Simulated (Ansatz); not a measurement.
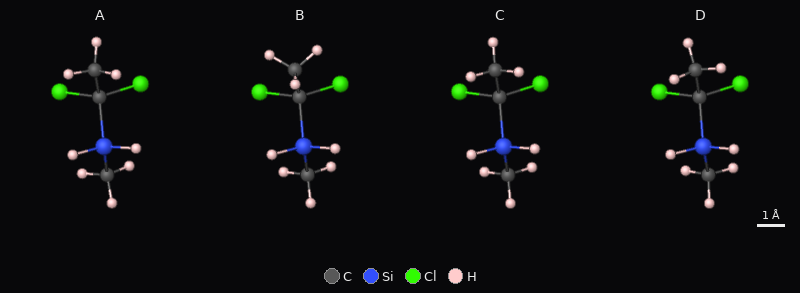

4 geometries from a converged minimum-energy path of C$_{3}$H$_{8}$Cl$_{2}$Si, shuffled. A ball-and-stick model, seen from a free direction.

Computed with RKS r2SCANh-D4/STO-3G in Ansatz. Settings: 9 movable images; climbing image; force threshold 0.05 eV/Å; iteration limit 41; starting path through a guess of the saddle point.

Which of them lies highest in energy?

Answer. B. In order along the path, whose images run from 0 to 10: C (image 0, 0.000 eV), D (image 1, +0.014 eV), B (image 5, +0.171 eV), A (image 9, +0.009 eV). The motion is a rotation about the C–C bond by about 120°. No bond forms or breaks between the ends.

Limits of the set-up: STO-3G is a minimal basis, so the numbers are rough.

Cost: 2.9 min on 1 thread of AMD EPYC 9R45 96-Core Processor (Zen 5), with other jobs on the host, peak memory 0.19 GiB.
